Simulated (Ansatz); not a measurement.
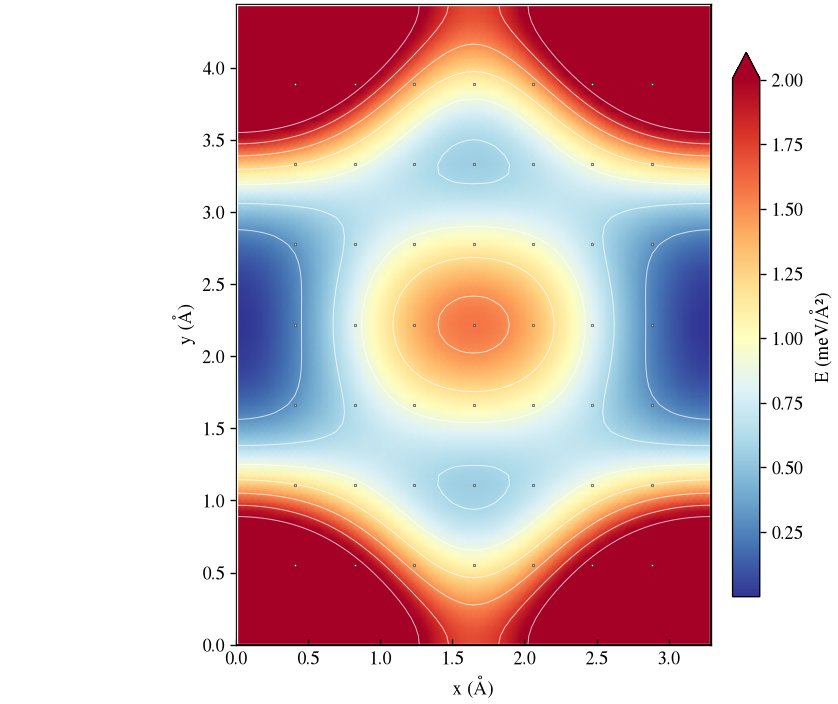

Energy landscape of a bilayer of two P sheets, the upper one turned by 180 degrees about the normal (8 atoms in the cell). The upper layer of a bilayer is slid over the lower one; relaxed at each slide: nothing; the origin of the map has P5 above P3; the distance between the facing planes is held at 3.71 Å. Places are given modulo a cell vector. The map is drawn in real space over the plane of the slide. Grid: 8 × 8 points; 25 points were computed and 39 follow by symmetry. Energies: meV/Å², counted from the lowest grid point. At a held distance the lowest stacking need not be the one that binds best once the distance relaxes. Computed with DFT PBE+D3(BJ), scalar-relativistic, plane waves, PAW in Ansatz 0.2.0. Settings: cutoff 420 eV, k-mesh 8×6×1, gaussian smearing 0.05 eV, no spin polarisation.

In the figure: a smooth colour map with a few white contour lines, dots at the grid points, the outline of one cell of the plane, one colour for all values above the top of the scale. Between grid points the surface is interpolated. 

> Where are the wells?

The lowest grid point is at (0/8, 4/8) of the cell vectors. There is a further well near (4/8, 2/8) of the cell vectors (0.55 meV/Å² above the lowest at that grid point). The highest grid point, (0/8, 0/8) of the cell vectors, lies 4.90 meV/Å² above the lowest. On the interpolated surface the easiest way out of the lowest well to the well at (4/8, 2/8) of the cell vectors passes a barrier of about 0.7 meV/Å². Facing atoms of the upper layer at the lowest point: P above a bridge; at the highest: P above P.

Grid values (meV/Å²):

```csv
"second ↓, first →",0/8,1/8,2/8,3/8,4/8,5/8,6/8,7/8
7/8,3.48,3.12,2.26,1.40,1.05,1.40,2.26,3.12
6/8,1.30,1.20,0.95,0.67,0.55,0.67,0.95,1.20
5/8,0.19,0.33,0.66,0.96,1.07,0.96,0.66,0.33
4/8,0.00,0.25,0.83,1.37,1.58,1.37,0.83,0.25
3/8,0.19,0.33,0.66,0.96,1.07,0.96,0.66,0.33
2/8,1.30,1.20,0.95,0.67,0.55,0.67,0.95,1.20
1/8,3.48,3.12,2.26,1.40,1.05,1.40,2.26,3.12
0/8,4.90,4.43,3.29,2.17,1.72,2.17,3.29,4.43
```

Each point was launched as `ansatz run input.yaml --threads 1 --pin off --max-ram 3072MiB --backend cpu --events-out ev --progress --plain --runs-dir out`. Time for the 25 points that were run: 6.6 min on 1 thread of Arm Neoverse V2 (shared host).
